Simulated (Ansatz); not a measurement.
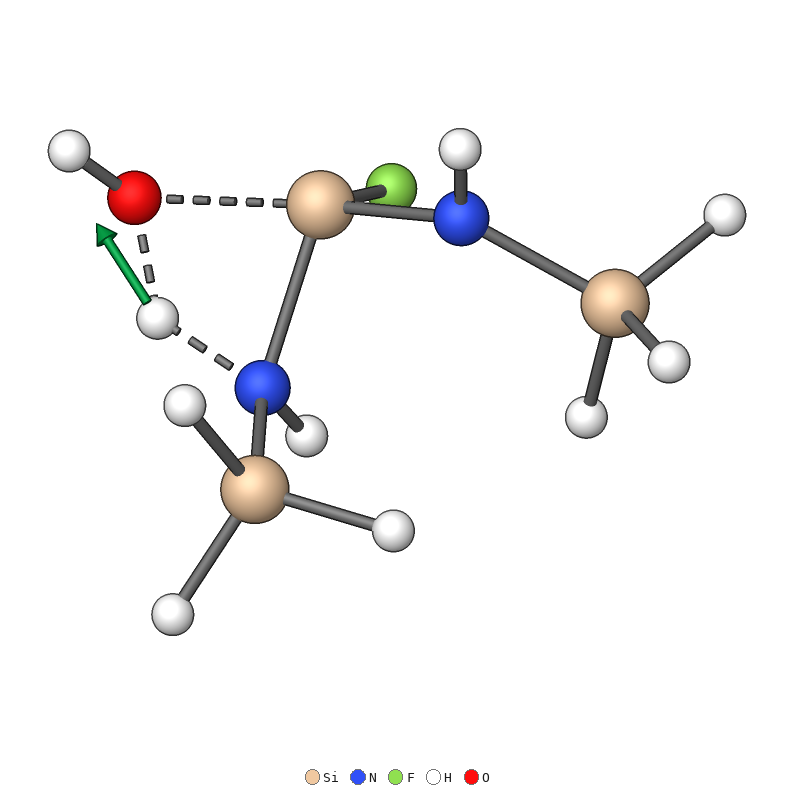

The arrows show one normal mode. Broken sticks mark bonds that form or break. The species is neutral and a spin doublet. Harmonic vibrations computed with UKS PBE0-D4/def2-TZVP (Ansatz 0.2.0) at a stationary point of the same level. It is a saddle point of order 1.

At what wavenumber does it lie?

1210i cm⁻¹; it is mode 1 of 45 counted from the lowest. It is the reaction coordinate: Si1–O8 forms (1.98 Å), N2–H7 forms (1.29 Å), H7–O8 breaks (1.22 Å), or the reverse.
